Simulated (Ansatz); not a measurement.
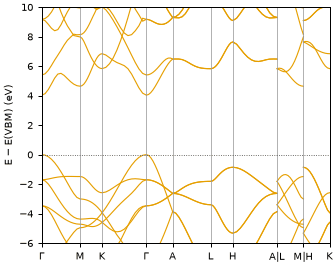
*Band structure from the program Ansatz at the r²SCAN level (PAW)*

Problem. Read off the gap and where the band edges lie.

Solution. About 4.0 eV (4.03 eV by a search for the band edges); maximum at Γ, minimum at Γ.

The material is AlN in space group P6_3/mmc (No. 194; Al on 2d, N on 2c).

The workflow started from a Materials Project entry (that database holds measured and hypothetical structures alike); the Crystallography Open Database copy checked does not list it. It is not the phase usual at ambient conditions (space group No. 186, 216). The r²SCAN relaxation kept the symmetry of its start; whether a distortion lowers the energy is not shown.

Potentials: the later of the program's two PAW sets.
